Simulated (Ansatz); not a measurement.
CH3AlClFO: geometry relaxation (part 1 of 2)

- system: CH3AlClFO
- method: RHF/6-31G* (Ansatz 0.2.0)

It belongs to a series of runs on one base structure; here: end point B relaxed. Figures and captions count atoms from 1; the log counts them from 0 in places.

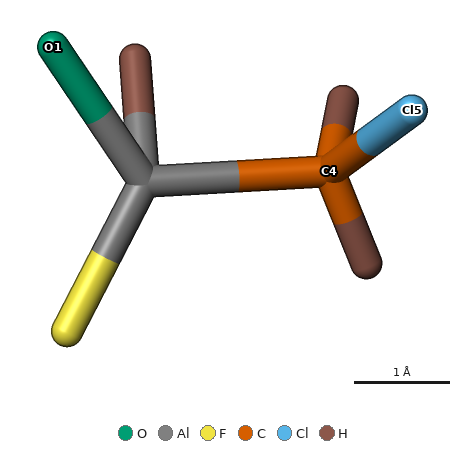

**Figure 1.** The input geometry (stick view, seen on its broad side; atoms are numbered from 1 in the order of the input). Sticks mark near contacts. Bond lengths as drawn: Al–C 1.98 Å, Al–F 1.77 Å, Al–H 1.54 Å, Al–O 1.78 Å, C–Cl 1.75 Å and C–H 1.09 to 1.14 Å.

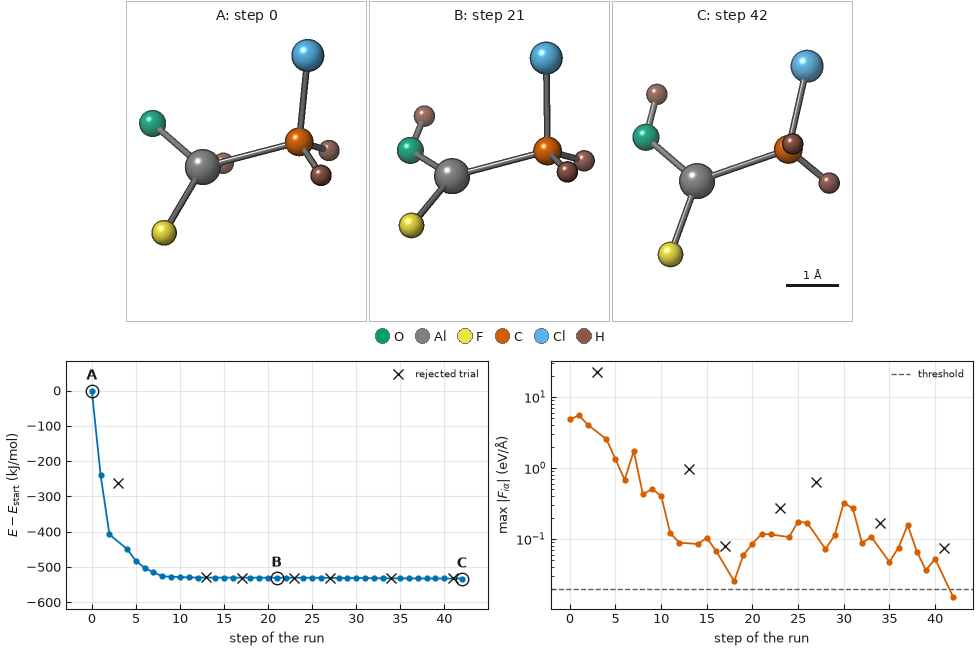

**Figure 2.** Frames of the relaxation (ball-and-stick view, seen at a tilt) above the curves, on which the letters mark them (the first geometry is step 0 here and step 1 in the log).

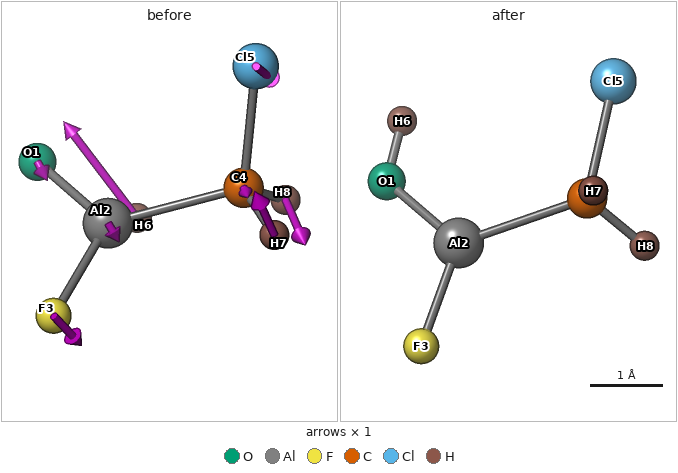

**Figure 3.** Before (left) and after (right) the relaxation, at one scale (ball-and-stick view, seen at a tilt). The pink arrows give the displacements, at true length. The energy falls by 532.6 kJ/mol in 42 geometry steps. The largest force component goes from 4.8 to 0.015 eV/Å. The line search rejected the trial steps at points 3, 13, 17, 23, 27, 34, 41 (counted from 0) and went back. H6 moves most after the best rigid fit: 1.69 Å. Largest moves by element: H 1.69 Å, Cl 1.03 Å, F 0.73 Å, Al 0.33 Å, O 0.33 Å, C 0.21 Å. Among the contacts that change: Al2–H6 1.540 → 2.348 Å, O1–H6 1.607 → 0.945 Å, Al2–F3 1.775 → 1.633 Å, O1–Al2 1.784 → 1.679 Å. New bonds form: O1–H6 (1.61 → 0.95 Å). Bonds break: Al2–H6 (1.54 → 2.35 Å). Among the angles that change: Al2–C4–H8 106.9° → 113.1°, Cl5–C4–H7 112.2° → 106.4°, Al2–C4–H7 110.6° → 113.0°. (Atoms are counted from 1 in the order of the input.)

These pictures come from the run below.

Input:
```yaml
crystal:
  periodic: [false, false, false]
  atoms:
    - { symbol: O, position_ang: [-0.3861, 1.449, 1.5164] }
    - { symbol: Al, position_ang: [0.2908, -0.0335, 0.7903] }
    - { symbol: F, position_ang: [1.2291, -1.1371, 1.8159] }
    - { symbol: C, position_ang: [0.0873, -0.4498, -1.1357] }
    - { symbol: Cl, position_ang: [0.6828, 0.8406, -2.1514] }
    - { symbol: H, position_ang: [-1.21125, 0.30375, 0.74889] }
    - { symbol: H, position_ang: [0.5528, -1.411, -1.3731] }
    - { symbol: H, position_ang: [-1.0346, -0.5453, -1.3391] }
basis:
  gaussian: { orbitals: "6-31G*" }
hamiltonian:
  xc: hf
relax:
  f_tol: 0.02
  max_steps: 50
```

Launched with:
```bash
ansatz run input.yaml --threads 1 --pin off --max-ram 2048MiB --backend cpu --events-out ev --progress --plain --runs-dir out
```

The program's output:
```
The last accepted step is kept in [file] (removed where the run ends without a failure and the disk answers)
Engine: ansatz 0.2.0, aarch64-unknown-linux-gnu
Functional definition: HF
  exchange = exact_x
  correlation = 0
895 factors; integrals over basis functions are off by at most 4.7e-4 eV
mean field evaluation 1: about -24896.4151 eV, gradient 5.4e1 eV
mean field evaluation 2: about -24896.4725 eV, gradient 5.4e1 eV
mean field evaluation 4: about -24904.3000 eV, gradient 7.1e0 eV
mean field evaluation 8: about -24904.7125 eV, gradient 5.2e-1 eV
mean field evaluation 16: about -24883.3403 eV, gradient 6.5e1 eV
mean field evaluation 32: about -24904.4875 eV, gradient 5.2e0 eV
mean field -24904.71628180 eV, -915.2314423331 hartree, gradient 3.2e-5 eV, S^2 0.000000; 0 other end points of the search recorded, 0 dependent functions left out
the calculation of the forces begins
reference -24904.71628180 eV, -915.2314423331 hartree; 28, 28 occupied and 61, 61 virtual orbitals, 895 factors
relax step   1: F+E_penalty+E_count = -24904.71628180 eV  Δ(F+E_penalty+E_count) = +0.000e0 eV  max|allowed force component| = 4.843e0 eV/Å  Δτ_max = 0.0000 Å  (73 SCF iters, accepted)
these checks for a lower state are left out or cut short: starts, cluster_reference, orbital_swaps, neighbouring_geometries, increment
895 factors; integrals over basis functions are off by at most 4.1e-4 eV
mean field -24907.20157022 eV, -915.3227749980 hartree, gradient 2.6e-5 eV, S^2 0.000000; 0 other end points of the search recorded, 0 dependent functions left out
[... from here on the field's lines of each further geometry are left out, up to the last ...]
relax step   2: F+E_penalty+E_count = -24907.20157022 eV  Δ(F+E_penalty+E_count) = -2.485e0 eV  max|allowed force component| = 5.513e0 eV/Å  Δτ_max = 0.1948 Å  (39 SCF iters, accepted)
relax step   3: F+E_penalty+E_count = -24908.94378514 eV  Δ(F+E_penalty+E_count) = -1.742e0 eV  max|allowed force component| = 4.048e0 eV/Å  Δτ_max = 0.1933 Å  (34 SCF iters, accepted)
relax step   4: F+E_penalty+E_count = -24907.44518304 eV  Δ(F+E_penalty+E_count) = +1.499e0 eV  max|allowed force component| = 2.273e1 eV/Å  Δτ_max = 0.1950 Å  (37 SCF iters, rejected (line search))
relax step   5: F+E_penalty+E_count = -24909.37000684 eV  Δ(F+E_penalty+E_count) = -4.262e-1 eV  max|allowed force component| = 2.555e0 eV/Å  Δτ_max = 0.0975 Å  (34 SCF iters, accepted)
relax step   6: F+E_penalty+E_count = -24909.71715035 eV  Δ(F+E_penalty+E_count) = -3.471e-1 eV  max|allowed force component| = 1.331e0 eV/Å  Δτ_max = 0.0973 Å  (33 SCF iters, accepted)
relax step   7: F+E_penalty+E_count = -24909.92671913 eV  Δ(F+E_penalty+E_count) = -2.096e-1 eV  max|allowed force component| = 6.845e-1 eV/Å  Δτ_max = 0.1460 Å  (33 SCF iters, accepted)
relax step   8: F+E_penalty+E_count = -24910.05592127 eV  Δ(F+E_penalty+E_count) = -1.292e-1 eV  max|allowed force component| = 1.729e0 eV/Å  Δτ_max = 0.1962 Å  (33 SCF iters, accepted)
relax step   9: F+E_penalty+E_count = -24910.17231810 eV  Δ(F+E_penalty+E_count) = -1.164e-1 eV  max|allowed force component| = 4.268e-1 eV/Å  Δτ_max = 0.2000 Å  (31 SCF iters, accepted)
relax step  10: F+E_penalty+E_count = -24910.18401229 eV  Δ(F+E_penalty+E_count) = -1.169e-2 eV  max|allowed force component| = 5.069e-1 eV/Å  Δτ_max = 0.1999 Å  (31 SCF iters, accepted)
relax step  11: F+E_penalty+E_count = -24910.19305111 eV  Δ(F+E_penalty+E_count) = -9.039e-3 eV  max|allowed force component| = 4.073e-1 eV/Å  Δτ_max = 0.0327 Å  (33 SCF iters, accepted)
relax step  12: F+E_penalty+E_count = -24910.20520519 eV  Δ(F+E_penalty+E_count) = -1.215e-2 eV  max|allowed force component| = 1.207e-1 eV/Å  Δτ_max = 0.0721 Å  (33 SCF iters, accepted)
relax step  13: F+E_penalty+E_count = -24910.20754937 eV  Δ(F+E_penalty+E_count) = -2.344e-3 eV  max|allowed force component| = 8.888e-2 eV/Å  Δτ_max = 0.0669 Å  (33 SCF iters, accepted)
relax step  14: F+E_penalty+E_count = -24910.18753727 eV  Δ(F+E_penalty+E_count) = +2.001e-2 eV  max|allowed force component| = 9.601e-1 eV/Å  Δτ_max = 0.1970 Å  (33 SCF iters, rejected (line search))
relax step  15: F+E_penalty+E_count = -24910.20904236 eV  Δ(F+E_penalty+E_count) = -1.493e-3 eV  max|allowed force component| = 8.529e-2 eV/Å  Δτ_max = 0.0560 Å  (34 SCF iters, accepted)
relax step  16: F+E_penalty+E_count = -24910.21022307 eV  Δ(F+E_penalty+E_count) = -1.181e-3 eV  max|allowed force component| = 1.036e-1 eV/Å  Δτ_max = 0.0897 Å  (32 SCF iters, accepted)
relax step  17: F+E_penalty+E_count = -24910.21091559 eV  Δ(F+E_penalty+E_count) = -6.925e-4 eV  max|allowed force component| = 6.861e-2 eV/Å  Δτ_max = 0.0460 Å  (34 SCF iters, accepted)
relax step  18: F+E_penalty+E_count = -24910.21085898 eV  Δ(F+E_penalty+E_count) = +5.662e-5 eV  max|allowed force component| = 8.023e-2 eV/Å  Δτ_max = 0.0550 Å  (34 SCF iters, rejected (line search))
relax step  19: F+E_penalty+E_count = -24910.21146585 eV  Δ(F+E_penalty+E_count) = -5.503e-4 eV  max|allowed force component| = 2.547e-2 eV/Å  Δτ_max = 0.0268 Å  (34 SCF iters, accepted)
relax step  20: F+E_penalty+E_count = -24910.21187644 eV  Δ(F+E_penalty+E_count) = -4.106e-4 eV  max|allowed force component| = 5.928e-2 eV/Å  Δτ_max = 0.0538 Å  (34 SCF iters, accepted)
relax step  21: F+E_penalty+E_count = -24910.21210453 eV  Δ(F+E_penalty+E_count) = -2.281e-4 eV  max|allowed force component| = 8.599e-2 eV/Å  Δτ_max = 0.0331 Å  (33 SCF iters, accepted)
relax step  22: F+E_penalty+E_count = -24910.21253403 eV  Δ(F+E_penalty+E_count) = -4.295e-4 eV  max|allowed force component| = 1.179e-1 eV/Å  Δτ_max = 0.0609 Å  (34 SCF iters, accepted)
relax step  23: F+E_penalty+E_count = -24910.21298883 eV  Δ(F+E_penalty+E_count) = -4.548e-4 eV  max|allowed force component| = 1.165e-1 eV/Å  Δτ_max = 0.0433 Å  (33 SCF iters, accepted)
relax step  24: F+E_penalty+E_count = -24910.21067997 eV  Δ(F+E_penalty+E_count) = +2.309e-3 eV  max|allowed force component| = 2.735e-1 eV/Å  Δτ_max = 0.1307 Å  (33 SCF iters, rejected (line search))
relax step  25: F+E_penalty+E_count = -24910.21414698 eV  Δ(F+E_penalty+E_count) = -1.158e-3 eV  max|allowed force component| = 1.066e-1 eV/Å  Δτ_max = 0.0639 Å  (32 SCF iters, accepted)
relax step  26: F+E_penalty+E_count = -24910.21509725 eV  Δ(F+E_penalty+E_count) = -9.503e-4 eV  max|allowed force component| = 1.758e-1 eV/Å  Δτ_max = 0.0976 Å  (33 SCF iters, accepted)
relax step  27: F+E_penalty+E_count = -24910.21554112 eV  Δ(F+E_penalty+E_count) = -4.439e-4 eV  max|allowed force component| = 1.691e-1 eV/Å  Δτ_max = 0.0366 Å  (33 SCF iters, accepted)
relax step  28: F+E_penalty+E_count = -24910.21280693 eV  Δ(F+E_penalty+E_count) = +2.734e-3 eV  max|allowed force component| = 6.450e-1 eV/Å  Δτ_max = 0.1368 Å  (32 SCF iters, rejected (line search))
relax step  29: F+E_penalty+E_count = -24910.21944985 eV  Δ(F+E_penalty+E_count) = -3.909e-3 eV  max|allowed force component| = 7.223e-2 eV/Å  Δτ_max = 0.0667 Å  (32 SCF iters, accepted)
relax step  30: F+E_penalty+E_count = -24910.22201570 eV  Δ(F+E_penalty+E_count) = -2.566e-3 eV  max|allowed force component| = 1.125e-1 eV/Å  Δτ_max = 0.0989 Å  (33 SCF iters, accepted)
relax step  31: F+E_penalty+E_count = -24910.22256106 eV  Δ(F+E_penalty+E_count) = -5.454e-4 eV  max|allowed force component| = 3.249e-1 eV/Å  Δτ_max = 0.1403 Å  (33 SCF iters, accepted)
relax step  32: F+E_penalty+E_count = -24910.22479292 eV  Δ(F+E_penalty+E_count) = -2.232e-3 eV  max|allowed force component| = 2.698e-1 eV/Å  Δτ_max = 0.0137 Å  (28 SCF iters, accepted)
relax step  33: F+E_penalty+E_count = -24910.22741124 eV  Δ(F+E_penalty+E_count) = -2.618e-3 eV  max|allowed force component| = 8.752e-2 eV/Å  Δτ_max = 0.1049 Å  (32 SCF iters, accepted)
relax step  34: F+E_penalty+E_count = -24910.23066100 eV  Δ(F+E_penalty+E_count) = -3.250e-3 eV  max|allowed force component| = 1.078e-1 eV/Å  Δτ_max = 0.0514 Å  (34 SCF iters, accepted)
relax step  35: F+E_penalty+E_count = -24910.22867098 eV  Δ(F+E_penalty+E_count) = +1.990e-3 eV  max|allowed force component| = 1.657e-1 eV/Å  Δτ_max = 0.0674 Å  (33 SCF iters, rejected (line search))
relax step  36: F+E_penalty+E_count = -24910.23244848 eV  Δ(F+E_penalty+E_count) = -1.787e-3 eV  max|allowed force component| = 4.761e-2 eV/Å  Δτ_max = 0.0327 Å  (34 SCF iters, accepted)
relax step  37: F+E_penalty+E_count = -24910.23316272 eV  Δ(F+E_penalty+E_count) = -7.142e-4 eV  max|allowed force component| = 7.588e-2 eV/Å  Δτ_max = 0.0396 Å  (34 SCF iters, accepted)
relax step  38: F+E_penalty+E_count = -24910.23385517 eV  Δ(F+E_penalty+E_count) = -6.924e-4 eV  max|allowed force component| = 1.582e-1 eV/Å  Δτ_max = 0.1143 Å  (33 SCF iters, accepted)
relax step  39: F+E_penalty+E_count = -24910.23503169 eV  Δ(F+E_penalty+E_count) = -1.177e-3 eV  max|allowed force component| = 6.679e-2 eV/Å  Δτ_max = 0.0167 Å  (28 SCF iters, accepted)
relax step  40: F+E_penalty+E_count = -24910.23565898 eV  Δ(F+E_penalty+E_count) = -6.273e-4 eV  max|allowed force component| = 3.638e-2 eV/Å  Δτ_max = 0.0275 Å  (34 SCF iters, accepted)
relax step  41: F+E_penalty+E_count = -24910.23605463 eV  Δ(F+E_penalty+E_count) = -3.956e-4 eV  max|allowed force component| = 5.278e-2 eV/Å  Δτ_max = 0.0851 Å  (33 SCF iters, accepted)
relax step  42: F+E_penalty+E_count = -24910.23568591 eV  Δ(F+E_penalty+E_count) = +3.687e-4 eV  max|allowed force component| = 7.597e-2 eV/Å  Δτ_max = 0.0512 Å  (34 SCF iters, rejected (line search))
the calculation of the forces begins
reference -24910.23655747 eV, -915.4343087224 hartree; 28, 28 occupied and 61, 61 virtual orbitals, 895 factors
relax step  43: F+E_penalty+E_count = -24910.23655747 eV  Δ(F+E_penalty+E_count) = -5.028e-4 eV  max|allowed force component| = 1.512e-2 eV/Å  Δτ_max = 0.0192 Å  (34 SCF iters, accepted)
895 factors; integrals over basis functions are off by at most 3.5e-4 eV
mean field -24910.23655747 eV, -915.4343087224 hartree, gradient 1.5e-5 eV, S^2 0.000000; 1 other end points of the search recorded, 0 dependent functions left out
the calculation of the forces begins
reference -24910.23655747 eV, -915.4343087224 hartree; 28, 28 occupied and 61, 61 virtual orbitals, 895 factors
Total energy: -24910.23655747 eV, -915.4343087224 hartree
Atom 0 at    -0.435241     1.052332     1.528217 Å, force    -0.002965     0.008040     0.001419 eV/Å
Atom 1 at     0.136963    -0.341516     0.787276 Å, force    -0.000595    -0.000487    -0.015122 eV/Å
Atom 2 at     0.674909    -1.563931     1.727498 Å, force    -0.001580     0.000985     0.005865 eV/Å
Atom 3 at     0.201409    -0.603748    -1.167882 Å, force    -0.001039    -0.013209    -0.009749 eV/Å
Atom 4 at    -0.386244     0.878807    -2.027236 Å, force    -0.000192    -0.000101     0.003779 eV/Å
Atom 5 at    -0.759597     1.810408     1.066509 Å, force     0.002765    -0.005986     0.005865 eV/Å
Atom 6 at     1.200865    -0.794923    -1.535497 Å, force    -0.003610     0.001940     0.000898 eV/Å
Atom 7 at    -0.422214    -1.420779    -1.506695 Å, force     0.007215     0.008817     0.007043 eV/Å
Dipole moment:     0.007347    -0.060109    -0.228134 e Å
```

Trajectory as extended XYZ (Å, eV, eV/Å), 26 of the 43 frames kept, from step=1 to step=43:
```
8
Properties=species:S:1:pos:R:3:forces:R:3 step=1 energy=-24904.71628
O    -0.3861    1.4490    1.5164   -1.8367  -4.2400  -2.5734
Al    0.2908   -0.0335    0.7903    4.8432  -1.9585   2.1268
F     1.2291   -1.1371    1.8159   -1.8306   2.1782  -1.9179
C     0.0873   -0.4498   -1.1357   -1.9867  -1.3947   0.6461
Cl    0.6828    0.8406   -2.1514    0.5290   0.6891  -0.7407
H    -1.2112    0.3038    0.7489   -1.4845   4.2289   2.5869
H     0.5528   -1.4110   -1.3731   -0.1121   0.5180  -0.2778
H    -1.0346   -0.5453   -1.3391    1.8783  -0.0209   0.1500
8
Properties=species:S:1:pos:R:3:forces:R:3 step=3 energy=-24908.94378
O    -0.5391    1.2303    1.4354   -2.2353  -4.0476  -2.6425
Al    0.4245   -0.0548    0.7694    1.0198  -0.2473   1.2242
F     1.2347   -1.1144    1.7794   -0.4447   0.8602  -0.8781
C     0.0944   -0.4880   -1.1291   -0.3672  -0.5759   0.3934
Cl    0.7141    0.8186   -2.1691    0.2629   0.3551  -0.3241
H    -1.2943    0.6126    0.9607    1.4523   3.5796   2.2979
H     0.5502   -1.4191   -1.4386    0.0424   0.0844  -0.1035
H    -0.9737   -0.5684   -1.3359    0.2699  -0.0084   0.0328
8
Properties=species:S:1:pos:R:3:forces:R:3 step=4 energy=-24907.44518 accepted=F
O    -0.6525    1.0940    1.3543   22.2488  10.3037  10.3825
Al    0.4501   -0.0781    0.7707   -0.1588   0.0492   0.1494
F     1.2521   -1.0961    1.7627    0.2666   0.1964  -0.1070
C     0.0951   -0.5034   -1.1211    0.1723  -0.2639   0.0930
Cl    0.7286    0.8218   -2.1706    0.1155   0.0746  -0.0621
H    -1.2494    0.7710    1.0575  -22.7278 -10.3199 -10.3366
H     0.5526   -1.4234   -1.4490    0.0468  -0.0322  -0.1772
H    -0.9657   -0.5691   -1.3323    0.0367  -0.0080   0.0581
```
